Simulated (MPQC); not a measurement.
# AlH3N (SMILES [NH2][AlH]): a chain of runs

We compute a series of 10 runs (UPBE/cc-pVDZ) of AlH3N. 

The results are computed with MPQC 2.3.1.

## 1. Starting point

AlH3N has 5 atoms, charge 0, and is taken as a doublet. SMILES: `[NH2][AlH]`. Geometry: relaxed at PBE0-D4/def2-TZVP.

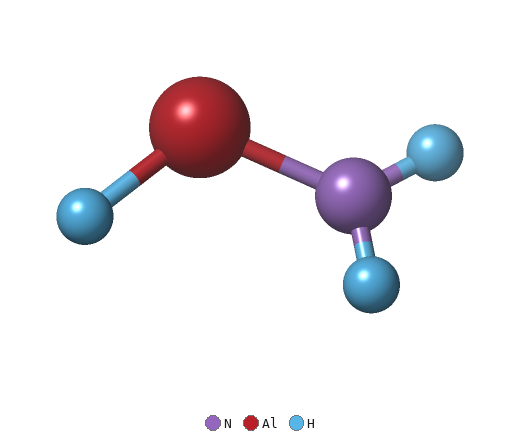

The structure, seen from a chosen angle (nitrogen purple, aluminium red, hydrogen blue).

## 2. The energy at UPBE/cc-pVDZ (run 1)

mol.in

```
molecule<Molecule>: (
    symmetry = c1
    unit = angstrom
    { atoms geometry } = {
        N  [ -0.116600    -0.660800     0.175100 ]
        Al [ 0.836600     0.833900     0.120800 ]
        H  [ 0.148500    -1.505300     0.655500 ]
        H  [ -1.010300    -0.782800    -0.277400 ]
        H  [ 0.191800     2.041400    -0.715400 ]
    }
)
basis<GaussianBasisSet>: (
    name = "cc-pVDZ"
    molecule = $:molecule
    basisdir = "."
    puream = yes
)
mpqc: (
    checkpoint = no
    savestate = no
    restart = no
    do_energy = yes
    do_gradient = no
    optimize = no
    mole<UKS>: (
        molecule = $:molecule
        basis = $:basis
        total_charge = 0
        multiplicity = 2
        memory = 1000000000
        print_evals = yes
        print_npa = yes
        maxiter = 70
        value_accuracy = 1e-08
        functional<StdDenFunctional>: ( name = "PBE" )
        integrator<RadialAngularIntegrator>: ( grid = coarse )
        guess_wavefunction<UHF>: (
            molecule = $:molecule
            total_charge = 0
            multiplicity = 2
            memory = 1000000000
            value_accuracy = 1e-3
            basis<GaussianBasisSet>: (
                name = "3-21G"
                molecule = $:molecule
            )
        )
    )
)
```

The basis set cc-pVDZ is read from a file made from the Basis Set Exchange's data (not shown).

On the command line:

```sh
$ mpqc mol.in > mol.out
```

Output:

```text
MPQC: Massively Parallel Quantum Chemistry
                                   Version 2.3.1

  Using IntegralV3 by default for molecular integrals evaluation

      USCF::init: total charge = 0

      alpha = [ 12 ]
      beta  = [ 11 ]

  USCF::init: total charge = 0

  alpha = [ 12 ]
  beta  = [ 11 ]

  Molecular formula H3AlN

  MPQC options:
    matrixkit     = <ReplSCMatrixKit>
    restart       = no
    checkpoint    = no
    savestate     = no
    do_energy     = yes
    do_gradient   = no
    optimize      = no
    write_pdb     = no
    print_mole    = yes
    print_timings = yes

  SCF::compute: energy accuracy = 1.0000000e-08

  nuclear repulsion energy =   46.2350953831

  Projecting guess wavefunction into the present basis set

[... 12 lines left out ...]
      iter     2 energy = -296.4063510592 delta = 5.11471e-02
[... 27 lines left out ...]
  iter     1 energy = -298.7051937104 delta = 1.86522e-01
[... 7 lines left out ...]
  iter     5 energy = -298.7521747950 delta = 7.45096e-04
[... 7 lines left out ...]
  iter     9 energy = -298.7522010532 delta = 4.31381e-05
[... 7 lines left out ...]
  iter    13 energy = -298.7522014550 delta = 5.49405e-06
[... 7 lines left out ...]
  iter    17 energy = -298.7522014603 delta = 5.52716e-07
[... 2 lines left out ...]
  Integrated electron density error = 0.000518082334
[... 1 line left out ...]
  Integrated electron density error = 0.000518082542
[... 1 line left out ...]
  Integrated electron density error = 0.000518082672
  iter    21 energy = -298.7522014604 delta = 6.06482e-08
  Integrated electron density error = 0.000518082726
[... 1 line left out ...]
  Integrated electron density error = 0.000518082791
[... 1 line left out ...]
  Integrated electron density error = 0.000518082810
[... 6 lines left out ...]
Value of the MolecularEnergy: -298.7522014604
[... 37 lines left out ...]
    SCF Parameters:
      maxiter = 70
      density_reset_frequency = 10
      level_shift = 0.250000

    UnrestrictedSCF Parameters:
      charge = 0
      nalpha = 12
      nbeta = 11
      alpha = [ 12 ]
      beta  = [ 11 ]

    Functional:
      Standard Density Functional: PBE
      Sum of Functionals:
        +0.0000000000000000 Hartree-Fock Exchange
        +1.0000000000000000
          Object of type PBEXFunctional
        +1.0000000000000000
          Object of type PBECFunctional
    Integrator:
      RadialAngularIntegrator:
        Pruned coarse grid employed
                          CPU Wall
mpqc:                    8.76 8.80
  NAO:                   0.00 0.00
  calc:                  8.74 8.78
[... 11 lines of this table left out ...]
  input:                 0.01 0.01
```

It took 9 s on 1 thread of Arm Neoverse V2, shared host; peak memory 0.093 GiB.

## 3. The quartet: a single-point energy at UPBE/cc-pVDZ (run 2)

mol.in: that of step 2 with these lines changed.

```diff
@@ -28,3 +28,3 @@
         total_charge = 0
-        multiplicity = 2
+        multiplicity = 4
         memory = 1000000000
@@ -39,3 +39,3 @@
             total_charge = 0
-            multiplicity = 2
+            multiplicity = 4
             memory = 1000000000
```

The basis set cc-pVDZ is read from a file made from the Basis Set Exchange's data (not shown).

On the command line:

```sh
$ mpqc mol.in > mol.out
```

Output:

```text
MPQC: Massively Parallel Quantum Chemistry
                                   Version 2.3.1

  Using IntegralV3 by default for molecular integrals evaluation

      USCF::init: total charge = 0

      alpha = [ 13 ]
      beta  = [ 10 ]

  USCF::init: total charge = 0

  alpha = [ 13 ]
  beta  = [ 10 ]

  Molecular formula H3AlN

  MPQC options:
    matrixkit     = <ReplSCMatrixKit>
    restart       = no
    checkpoint    = no
    savestate     = no
    do_energy     = yes
    do_gradient   = no
    optimize      = no
    write_pdb     = no
    print_mole    = yes
    print_timings = yes

  SCF::compute: energy accuracy = 1.0000000e-08

  nuclear repulsion energy =   46.2350953831

  Projecting guess wavefunction into the present basis set

[... 2 lines left out ...]
      nuclear repulsion energy =   46.2350953831
[... 14 lines left out ...]
      iter     7 energy = -296.2586076844 delta = 2.43051e-03
[... 26 lines left out ...]
  Integrated electron density error = 0.000577897611
[... 6 lines left out ...]
  iter     6 energy = -298.5305032163 delta = 1.03895e-03
[... 6 lines left out ...]
  Integrated electron density error = 0.000578075220
[... 7 lines left out ...]
  iter    63 energy = -298.5734398831 delta = 9.39574e-06
[... 2 lines left out ...]
  Integrated electron density error = 0.000594521620
[... 1 line left out ...]
  Integrated electron density error = 0.000594585289
[... 1 line left out ...]
  Integrated electron density error = 0.000594561764
[... 1 line left out ...]
  Integrated electron density error = 0.000594531572
[... 1 line left out ...]
  Integrated electron density error = 0.000594548365
[... 1 line left out ...]
  Integrated electron density error = 0.000594552736
  iter    70 energy = -298.5734400711 delta = 4.39295e-06
[... 1 line left out ...]
  <S^2>exact = 3.750000
  <S^2>      = 3.752479

  total scf energy = -298.5734400711
ERROR: SC EXCEPTION RAISED:
terminate called after throwing an instance of 'sc::ToleranceExceeded'
```

It took 25 s on 1 thread of Arm Neoverse V2, shared host; peak memory 0.16 GiB.

The iterations ended before the threshold was met.

Runs 3 to 5 aren't shown in full; the table further down has their settings and results.

## 4. The quartet: the energy at UPBE/cc-pVDZ (run 6)

mol.in: that of step 3 with these lines changed.

```diff
@@ -35,3 +35,3 @@
         functional<StdDenFunctional>: ( name = "PBE" )
-        integrator<RadialAngularIntegrator>: ( grid = coarse )
+        integrator<RadialAngularIntegrator>: ( grid = fine )
         guess_wavefunction<UHF>: (
```

The basis set cc-pVDZ is read from a file made from the Basis Set Exchange's data (not shown).

On the command line:

```sh
$ mpqc mol.in > mol.out
```

Output:

```text
MPQC: Massively Parallel Quantum Chemistry
                                   Version 2.3.1

  Using IntegralV3 by default for molecular integrals evaluation

      USCF::init: total charge = 0

      alpha = [ 13 ]
      beta  = [ 10 ]

  USCF::init: total charge = 0

  alpha = [ 13 ]
  beta  = [ 10 ]

  Molecular formula H3AlN

  MPQC options:
    matrixkit     = <ReplSCMatrixKit>
    restart       = no
    checkpoint    = no
    savestate     = no
    do_energy     = yes
    do_gradient   = no
    optimize      = no
    write_pdb     = no
    print_mole    = yes
    print_timings = yes

  SCF::compute: energy accuracy = 1.0000000e-08

  nuclear repulsion energy =   46.2350953831

  Projecting guess wavefunction into the present basis set

[... 2 lines left out ...]
      nuclear repulsion energy =   46.2350953831
[... 14 lines left out ...]
      iter     7 energy = -296.2586076844 delta = 2.43051e-03
[... 26 lines left out ...]
  Integrated electron density error = 0.000577897611
[... 6 lines left out ...]
  iter     6 energy = -298.5305032163 delta = 1.03895e-03
[... 6 lines left out ...]
  Integrated electron density error = 0.000021823115
[... 7 lines left out ...]
  iter    63 energy = -298.5728394386 delta = 7.84662e-06
[... 2 lines left out ...]
  Integrated electron density error = -0.000004799027
[... 1 line left out ...]
  Integrated electron density error = -0.000004798273
[... 1 line left out ...]
  Integrated electron density error = -0.000004798443
[... 1 line left out ...]
  Integrated electron density error = -0.000004798678
[... 1 line left out ...]
  Integrated electron density error = -0.000004798034
[... 1 line left out ...]
  Integrated electron density error = -0.000004797888
  iter    70 energy = -298.5728395140 delta = 2.62674e-06
[... 1 line left out ...]
  <S^2>exact = 3.750000
  <S^2>      = 3.752478

  total scf energy = -298.5728395140
ERROR: SC EXCEPTION RAISED:
terminate called after throwing an instance of 'sc::ToleranceExceeded'
```

Wall time 41 s (1 thread of Arm Neoverse V2, shared host); peak memory 0.16 GiB.

No converged result was reached.

Runs 7 to 9 aren't shown in full; the table further down has their settings and results.

## 5. The quartet: a single-point energy at UPBE/cc-pVDZ (run 10)

mol.in: that of step 4 with these lines changed.

```diff
@@ -35,3 +35,3 @@
         functional<StdDenFunctional>: ( name = "PBE" )
-        integrator<RadialAngularIntegrator>: ( grid = fine )
+        integrator<RadialAngularIntegrator>: ( grid = ultrafine )
         guess_wavefunction<UHF>: (
```

The basis set cc-pVDZ is read from a file made from the Basis Set Exchange's data (not shown).

On the command line:

```sh
$ mpqc mol.in > mol.out
```

Output:

```text
MPQC: Massively Parallel Quantum Chemistry
                                   Version 2.3.1

  Using IntegralV3 by default for molecular integrals evaluation

      USCF::init: total charge = 0

      alpha = [ 13 ]
      beta  = [ 10 ]

  USCF::init: total charge = 0

  alpha = [ 13 ]
  beta  = [ 10 ]

  Molecular formula H3AlN

  MPQC options:
    matrixkit     = <ReplSCMatrixKit>
    restart       = no
    checkpoint    = no
    savestate     = no
    do_energy     = yes
    do_gradient   = no
    optimize      = no
    write_pdb     = no
    print_mole    = yes
    print_timings = yes

  SCF::compute: energy accuracy = 1.0000000e-08

  nuclear repulsion energy =   46.2350953831

  Projecting guess wavefunction into the present basis set

[... 2 lines left out ...]
      nuclear repulsion energy =   46.2350953831
[... 14 lines left out ...]
      iter     7 energy = -296.2586076844 delta = 2.43051e-03
[... 26 lines left out ...]
  Integrated electron density error = 0.000577897611
[... 6 lines left out ...]
  iter     6 energy = -298.5305032163 delta = 1.03895e-03
[... 6 lines left out ...]
  Integrated electron density error = 0.000021823115
[... 7 lines left out ...]
  iter    63 energy = -298.5728434490 delta = 9.38246e-06
[... 2 lines left out ...]
  Integrated electron density error = -0.000004800347
[... 1 line left out ...]
  Integrated electron density error = -0.000004800505
[... 1 line left out ...]
  Integrated electron density error = -0.000004799879
[... 1 line left out ...]
  Integrated electron density error = 0.000000191351
[... 1 line left out ...]
  Integrated electron density error = -0.000004798755
[... 1 line left out ...]
  Integrated electron density error = 0.000000191315
  iter    70 energy = -298.5728435127 delta = 4.74870e-06
[... 1 line left out ...]
  <S^2>exact = 3.750000
  <S^2>      = 3.752477

  total scf energy = -298.5728435127
ERROR: SC EXCEPTION RAISED:
terminate called after throwing an instance of 'sc::ToleranceExceeded'
```

Run time: 47 s. Hardware: 1 thread of Arm Neoverse V2, shared host; peak memory 0.17 GiB.

The run stopped without converging.

## 6. Overview of the runs

| run | integration grid | partner | energy (Eh) | wall time |
| --- | --- | --- | --- | --- |
| 1 | coarse | base | -298.752201 | 9 s |
| 2 | coarse | other spin | not converged | 25 s |
| 3 | medium | base | -298.751607 | 14 s |
| 4 | medium | other spin | not converged | 34 s |
| 5 | fine | base | -298.751608 | 19 s |
| 6 | fine | other spin | not converged | 41 s |
| 7 | xfine | base | -298.751611 | 34 s |
| 8 | xfine | other spin | not converged | 47 s |
| 9 | ultrafine | base | -298.751612 | 59 s |
| 10 | ultrafine | other spin | not converged | 47 s |

Convergence of the total energy with the integration grid, against the last and best point:

| integration grid | from the best (mEh) | wall time |
| --- | --- | --- |
| coarse | -0.589 | 9 s |
| medium | +0.005 | 14 s |
| fine | +0.004 | 19 s |
| xfine | +0.001 | 34 s |
| ultrafine | +0.000 | 59 s |

## 7. Results

| quantity | value |
| --- | --- |
| run 9, UPBE/cc-pVDZ: total energy | -298.75161 Eh |
| run 9, UPBE/cc-pVDZ: ⟨S²⟩ | 0.753 |

What this shows: For the total energy to stay within 0.5 mEh of the best point, medium is the least that serves (14 s against 59 s). For the total energy to stay within 0.01 mEh of the best point, medium is the least that serves (14 s against 59 s). All runs together took 5.5 min, the longest 59 s. 5 of the 10 runs gave no usable result.
